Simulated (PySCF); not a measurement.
# SiBrCl3 (bromotrichlorosilane): levels of theory compared

Aim: a comparison of 4 runs (HF/3-21G, HF/def2-SVP, B3LYP/6-31G*, wB97X/pcseg-2) of SiBrCl3 (bromotrichlorosilane). The job is set up through a Python script.

The results are computed with PySCF 2.14.0.

1 further run of the same task is left out (set aside as unsound or not needed).

## (1) The system as given

SiBrCl3 has 5 atoms, charge 0, and is taken as a singlet. As SMILES, `Cl[Si](Cl)(Cl)Br`. The shape is that of a PBE0-D4/def2-TZVP optimisation.

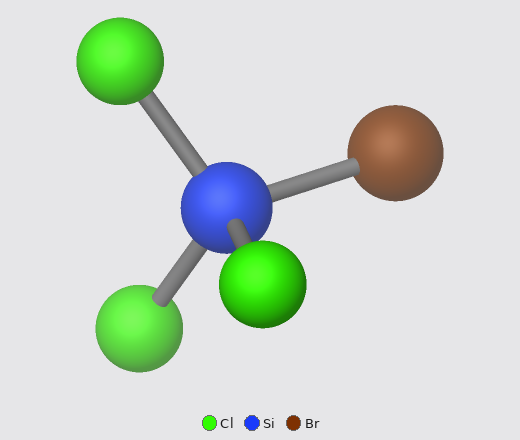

The structure, seen from a chosen angle (chlorine green, silicon blue, bromine brown).

## (2) Energy and forces at HF/3-21G (run 1)

The input, job.py:

```python
import pyscf.grad
from pyscf import gto

system = gto.Mole()
system.atom = '''
Cl  -0.852900  -0.217700   1.821600
Si   0.003400  -0.042600  -0.003200
Cl   1.690500  -1.158200  -0.059200
Cl  -1.285700  -0.709700  -1.412800
Br   0.494400   2.054400  -0.387900
'''
system.verbose = 4
system.basis = '3-21g'
system.charge = 0
system.max_memory = 1860
system.build()

calc0 = system.RHF()
calc0.conv_tol = 1e-10
calc0.kernel()
if not calc0.converged:
    calc0 = calc0.newton().run(calc0.mo_coeff, calc0.mo_occ)

e_tot = calc0.e_tot
print('E(%s) = %.9f' % ('HF', e_tot))
grad = calc0.Gradients().kernel()
dip = calc0.dip_moment()
pop, q = calc0.mulliken_pop()
```

Run with:

```bash
$ OMP_NUM_THREADS=1 python job.py
```

The log of the run:

```text
PySCF version 2.14.0

[INPUT] num. atoms = 5
[INPUT] num. electrons = 100
[INPUT] charge = 0
[INPUT] spin (= nelec alpha-beta = 2S) = 0
[INPUT] symmetry False subgroup None
[INPUT] Mole.unit = angstrom
[INPUT] Symbol           X                Y                Z      unit          X                Y                Z       unit  Magmom
[INPUT]  1 Cl    -0.852900000000  -0.217700000000   1.821600000000 AA   -1.611747411642  -0.411393377318   3.442325108508 Bohr   0.0
[INPUT]  2 Si     0.003400000000  -0.042600000000  -0.003200000000 AA    0.006425068824  -0.080502332906  -0.006047123599 Bohr   0.0
[INPUT]  3 Cl     1.690500000000  -1.158200000000  -0.059200000000 AA    3.194582013577  -2.188680797471  -0.111871786574 Bohr   0.0
[INPUT]  4 Cl    -1.285700000000  -0.709700000000  -1.412800000000 AA   -2.429620878353  -1.341138630604  -2.669805068786 Bohr   0.0
[INPUT]  5 Br     0.494400000000   2.054400000000  -0.387900000000 AA    0.934280595985   3.882253350306  -0.733024763719 Bohr   0.0

[... 44 lines left out ...]
converged SCF energy = -4219.47210248315
[... 12 lines left out ...]
Dipole moment(X, Y, Z, Debye):  0.19360,  0.82824, -0.15202
[... 41 lines left out ...]
pop of  3 Cl 2s           1.95902
pop of  3 Cl 3s           1.11669
pop of  3 Cl 4s           0.94615
pop of  3 Cl 2px          1.96796
pop of  3 Cl 2py          1.97016
pop of  3 Cl 2pz          1.96737
pop of  3 Cl 3px          0.99937
pop of  3 Cl 3py          1.06389
pop of  3 Cl 3pz          0.98238
pop of  3 Cl 4px          0.76821
pop of  3 Cl 4py          0.83573
pop of  3 Cl 4pz          0.74968
pop of  4 Br 1s           1.99982
pop of  4 Br 2s           1.99674
pop of  4 Br 3s           2.00158
pop of  4 Br 4s           0.75930
pop of  4 Br 5s           1.27764
pop of  4 Br 2px          1.99676
pop of  4 Br 2py          1.99621
pop of  4 Br 2pz          1.99677
pop of  4 Br 3px          1.99186
pop of  4 Br 3py          1.98860
pop of  4 Br 3pz          1.99194
pop of  4 Br 4px          0.83651
pop of  4 Br 4py          0.66051
pop of  4 Br 4pz          0.84045
pop of  4 Br 5px          1.04031
pop of  4 Br 5py          0.74744
pop of  4 Br 5pz          1.04687
pop of  4 Br 3dxy         1.99939
pop of  4 Br 3dyz         1.99940
pop of  4 Br 3dz^2        1.99969
pop of  4 Br 3dxz         1.99996
pop of  4 Br 3dx2-y2      1.99915
 ** Mulliken atomic charges  **
charge of    0Cl =     -0.32520
charge of    1Si =      1.14254
charge of    2Cl =     -0.32522
charge of    3Cl =     -0.32520
charge of    4Br =     -0.16692
```

Run time: 4.5 s. Hardware: 1 thread of Intel Xeon at 2.70GHz, shared host; peak memory 0.15 GiB.

## (3) Energy and forces at HF/def2-SVP (run 2)

The input, input.xyz:

```xyz
5

Cl    -0.852900    -0.217700     1.821600
Si     0.003400    -0.042600    -0.003200
Cl     1.690500    -1.158200    -0.059200
Cl    -1.285700    -0.709700    -1.412800
Br     0.494400     2.054400    -0.387900
```

The input, calc.py:

```python
import pyscf.grad
from pyscf import gto, scf

mol = gto.M(
    atom='input.xyz',
    max_memory=1860,
    charge=0,
    basis='def2-svp',
    verbose=3,
)

myscf = scf.RHF(mol)
myscf.conv_tol = 1e-10
myscf.kernel()
if not myscf.converged:
    myscf = myscf.newton().run(myscf.mo_coeff, myscf.mo_occ)

e_tot = myscf.e_tot
print(f'total energy: {e_tot:.8f} hartree')
grad = myscf.Gradients().kernel()
dip = myscf.dip_moment()
pop, q = myscf.mulliken_pop()
```

Run with:

```bash
$ OMP_NUM_THREADS=1 python calc.py
```

The log of the run:

```text
converged SCF energy = -4239.2088449533
total energy: -4239.20884495 hartree
--------------- RHF gradients ---------------
         x                y                z
0 Cl     0.0030431623     0.0006304175    -0.0064806969
1 Si    -0.0006166864    -0.0025390929     0.0004645698
2 Cl    -0.0059695326     0.0039601102     0.0001982567
3 Cl     0.0045796724     0.0023797264     0.0050051895
4 Br    -0.0010366158    -0.0044311612     0.0008126810
----------------------------------------------
Dipole moment(X, Y, Z, Debye):  0.02322,  0.10065, -0.01852
 ** Mulliken pop  **
pop of  0 Cl 1s           1.99947
pop of  0 Cl 2s           1.99155
pop of  0 Cl 3s           1.20822
pop of  0 Cl 4s           0.74847
pop of  0 Cl 2px          1.98118
pop of  0 Cl 2py          1.98181
pop of  0 Cl 2pz          1.97888
pop of  0 Cl 3px          0.72104
pop of  0 Cl 3py          0.74303
pop of  0 Cl 3pz          0.63986
pop of  0 Cl 4px          1.12693
pop of  0 Cl 4py          1.17546
pop of  0 Cl 4pz          0.95090
pop of  0 Cl 3dxy         0.00088
pop of  0 Cl 3dyz         0.00344
pop of  0 Cl 3dz^2        0.01023
pop of  0 Cl 3dxz         0.00875
pop of  0 Cl 3dx2-y2      0.00106
pop of  1 Si 1s           1.99939
pop of  1 Si 2s           1.98986
pop of  1 Si 3s           0.97449
pop of  1 Si 4s          -0.19919
pop of  1 Si 2px          1.98038
pop of  1 Si 2py          1.98023
pop of  1 Si 2pz          1.98038
pop of  1 Si 3px          0.37034
pop of  1 Si 3py          0.37095
pop of  1 Si 3pz          0.37033
pop of  1 Si 4px          0.18756
pop of  1 Si 4py          0.21394
pop of  1 Si 4pz          0.18697
pop of  1 Si 3dxy         0.10085
pop of  1 Si 3dyz         0.07676
pop of  1 Si 3dz^2        0.10903
pop of  1 Si 3dxz         0.11098
pop of  1 Si 3dx2-y2      0.09596
pop of  2 Cl 1s           1.99947
pop of  2 Cl 2s           1.99155
pop of  2 Cl 3s           1.20822
pop of  2 Cl 4s           0.74847
pop of  2 Cl 2px          1.97933
pop of  2 Cl 2py          1.98072
pop of  2 Cl 2pz          1.98183
pop of  2 Cl 3px          0.65574
pop of  2 Cl 3py          0.70414
pop of  2 Cl 3pz          0.74405
pop of  2 Cl 4px          0.98408
pop of  2 Cl 4py          1.09274
pop of  2 Cl 4pz          1.17649
pop of  2 Cl 3dxy         0.01094
pop of  2 Cl 3dyz         0.00123
pop of  2 Cl 3dz^2        0.00414
pop of  2 Cl 3dxz         0.00282
pop of  2 Cl 3dx2-y2      0.00522
pop of  3 Cl 1s           1.99947
pop of  3 Cl 2s           1.99155
pop of  3 Cl 3s           1.20822
pop of  3 Cl 4s           0.74846
pop of  3 Cl 2px          1.98036
pop of  3 Cl 2py          1.98143
pop of  3 Cl 2pz          1.98008
pop of  3 Cl 3px          0.69195
pop of  3 Cl 3py          0.72957
pop of  3 Cl 3pz          0.68241
pop of  3 Cl 4px          1.06395
pop of  3 Cl 4py          1.14713
pop of  3 Cl 4pz          1.04219
pop of  3 Cl 3dxy         0.00358
pop of  3 Cl 3dyz         0.00408
pop of  3 Cl 3dz^2        0.00385
pop of  3 Cl 3dxz         0.01003
pop of  3 Cl 3dx2-y2      0.00281
pop of  4 Br 1s           1.99993
pop of  4 Br 2s           1.99980
pop of  4 Br 3s           1.99595
pop of  4 Br 4s           1.34815
pop of  4 Br 5s           0.62029
pop of  4 Br 2px          1.99907
pop of  4 Br 2py          1.99891
pop of  4 Br 2pz          1.99907
pop of  4 Br 3px          1.99610
pop of  4 Br 3py          1.99457
pop of  4 Br 3pz          1.99613
pop of  4 Br 4px          0.82317
pop of  4 Br 4py          0.68251
pop of  4 Br 4pz          0.82632
pop of  4 Br 5px          1.08011
pop of  4 Br 5py          0.80559
pop of  4 Br 5pz          1.08626
pop of  4 Br 3dxy         1.64506
pop of  4 Br 3dyz         1.64505
pop of  4 Br 3dz^2        1.64593
pop of  4 Br 3dxz         1.64621
pop of  4 Br 3dx2-y2      1.64530
pop of  4 Br 4dxy         0.34664
pop of  4 Br 4dyz         0.34659
pop of  4 Br 4dz^2        0.34583
pop of  4 Br 4dxz         0.34531
pop of  4 Br 4dx2-y2      0.34690
pop of  4 Br 5dxy         0.01593
pop of  4 Br 5dyz         0.01480
pop of  4 Br 5dz^2        0.01392
pop of  4 Br 5dxz         0.00925
pop of  4 Br 5dx2-y2      0.02270
 ** Mulliken atomic charges  **
charge of    0Cl =     -0.27115
charge of    1Si =      1.10080
charge of    2Cl =     -0.27117
charge of    3Cl =     -0.27114
charge of    4Br =     -0.28734
```

Run time: 14 s. Hardware: 1 thread of Intel Xeon at 2.70GHz, shared host; peak memory 0.23 GiB.

Run 3 isn't shown in full; the table further down has it.

## (4) Energy and gradient at wB97X/pcseg-2 (run 4)

The input, job.py:

```python
import pyscf.grad
from pyscf import gto, dft

mol = gto.M(
    atom=[
    ('Cl', (-0.852900, -0.217700, 1.821600)),
    ('Si', (0.003400, -0.042600, -0.003200)),
    ('Cl', (1.690500, -1.158200, -0.059200)),
    ('Cl', (-1.285700, -0.709700, -1.412800)),
    ('Br', (0.494400, 2.054400, -0.387900)),
],
    basis='pcseg-2',
    verbose=4,
    max_memory=1860,
)

calc0 = dft.RKS(mol, xc='wb97x')
calc0.conv_tol = 1e-10
calc0.grids.level = 5
calc0.kernel()
if not calc0.converged:
    calc0 = calc0.newton().run(calc0.mo_coeff, calc0.mo_occ)

energy = calc0.e_tot
print(f'total energy: {energy:.8f} hartree')
grad = calc0.Gradients().kernel()
calc0.analyze()
```

Run with:

```bash
$ OMP_NUM_THREADS=1 python job.py
```

The log of the run:

```text
PySCF version 2.14.0

[INPUT] num. atoms = 5
[INPUT] num. electrons = 100
[INPUT] charge = 0
[INPUT] spin (= nelec alpha-beta = 2S) = 0
[INPUT] symmetry False subgroup None
[INPUT] Mole.unit = angstrom
[INPUT] Symbol           X                Y                Z      unit          X                Y                Z       unit  Magmom
[INPUT]  1 Cl    -0.852900000000  -0.217700000000   1.821600000000 AA   -1.611747411642  -0.411393377318   3.442325108508 Bohr   0.0
[INPUT]  2 Si     0.003400000000  -0.042600000000  -0.003200000000 AA    0.006425068824  -0.080502332906  -0.006047123599 Bohr   0.0
[INPUT]  3 Cl     1.690500000000  -1.158200000000  -0.059200000000 AA    3.194582013577  -2.188680797471  -0.111871786574 Bohr   0.0
[INPUT]  4 Cl    -1.285700000000  -0.709700000000  -1.412800000000 AA   -2.429620878353  -1.341138630604  -2.669805068786 Bohr   0.0
[INPUT]  5 Br     0.494400000000   2.054400000000  -0.387900000000 AA    0.934280595985   3.882253350306  -0.733024763719 Bohr   0.0

[... 84 lines left out ...]
MO #3   energy= -101.506840171153  occ= 2
[... 15 lines left out ...]
MO #19  energy= -7.3254384582103   occ= 2
[... 15 lines left out ...]
MO #35  energy= -1.02532963424622  occ= 2
[... 15 lines left out ...]
MO #51  energy= 0.0429357579717191 occ= 0
[... 15 lines left out ...]
MO #67  energy= 0.396378012080432  occ= 0
[... 15 lines left out ...]
MO #83  energy= 0.664684926164546  occ= 0
[... 15 lines left out ...]
MO #99  energy= 1.18091751237012   occ= 0
[... 15 lines left out ...]
MO #115 energy= 1.74100455463865   occ= 0
[... 15 lines left out ...]
MO #131 energy= 2.20061146974678   occ= 0
[... 15 lines left out ...]
MO #147 energy= 2.4595350541921    occ= 0
[... 15 lines left out ...]
MO #163 energy= 3.62804264739866   occ= 0
[... 15 lines left out ...]
MO #179 energy= 32.6453611424647   occ= 0
[... 148 lines left out ...]
pop of  4 Br 3py          1.99964
pop of  4 Br 3pz          1.99974
pop of  4 Br 4px          1.89793
pop of  4 Br 4py          1.46887
pop of  4 Br 4pz          1.90754
pop of  4 Br 5px          0.00203
pop of  4 Br 5py          0.00357
pop of  4 Br 5pz          0.00200
pop of  4 Br 6px          0.00030
pop of  4 Br 6py          0.00076
pop of  4 Br 6pz          0.00029
pop of  4 Br 3dxy         1.99989
pop of  4 Br 3dyz         1.99989
pop of  4 Br 3dz^2        1.99990
pop of  4 Br 3dxz         1.99991
pop of  4 Br 3dx2-y2      1.99989
pop of  4 Br 4dxy         0.00530
pop of  4 Br 4dyz         0.00483
pop of  4 Br 4dz^2        0.00338
pop of  4 Br 4dxz         0.00057
pop of  4 Br 4dx2-y2      0.00882
pop of  4 Br 5dxy         0.00051
pop of  4 Br 5dyz         0.00051
pop of  4 Br 5dz^2        0.00016
pop of  4 Br 5dxz         0.00008
pop of  4 Br 5dx2-y2      0.00035
pop of  4 Br 4f-3         0.00085
pop of  4 Br 4f-2         0.00016
pop of  4 Br 4f-1         0.00058
pop of  4 Br 4f+0         0.00029
pop of  4 Br 4f+1         0.00006
pop of  4 Br 4f+2         0.00044
pop of  4 Br 4f+3         0.00077
 ** Mulliken atomic charges  **
charge of    0Cl =     -0.24350
charge of    1Si =      0.93888
charge of    2Cl =     -0.24352
charge of    3Cl =     -0.24350
charge of    4Br =     -0.20836
Dipole moment(X, Y, Z, Debye):  0.05829,  0.25044, -0.04599
```

Run time: 8.9 min. Hardware: 1 thread of Intel Xeon at 2.70GHz, shared host; peak memory 2.5 GiB.

## (5) All runs side by side

```
run                               level  integration grid   energy (Eh)  dipole moment (D)  HOMO energy (eV)  LUMO energy (eV)  wall time
  1                            HF/3-21G                 –  -4219.472102               0.86            -12.58              1.95      4.5 s
  2                         HF/def2-SVP                 –  -4239.208845               0.10            -12.08              3.51       14 s
  3  B3LYP/6-31G* (spherical functions)                 5  -4244.134350               0.23             -8.82             -1.32       58 s
  4                       wB97X/pcseg-2                 5  -4244.597999               0.26            -11.52              1.17    8.9 min
```

## (6) What came out

| quantity | value |
| --- | --- |
| run 4: total energy | -4244.59800 Eh |
| run 4: dipole moment | 0.26 D |
| run 4: HOMO energy | -11.52 eV |
| run 4: LUMO energy | 1.17 eV |
| run 4: HOMO–LUMO gap | 12.69 eV |
| run 4: largest force on an atom | 0.123 eV/Å |

The dipole moment (its size) runs from 0.10 D (HF/def2-SVP) to 0.86 D (HF/3-21G). The HOMO–LUMO gap runs from 7.51 eV (B3LYP/6-31G*) to 15.59 eV (HF/def2-SVP). The two ends differ in method and basis. Totals of different functionals can't be ranked against each other. All runs together took 10 min, the longest 8.9 min.
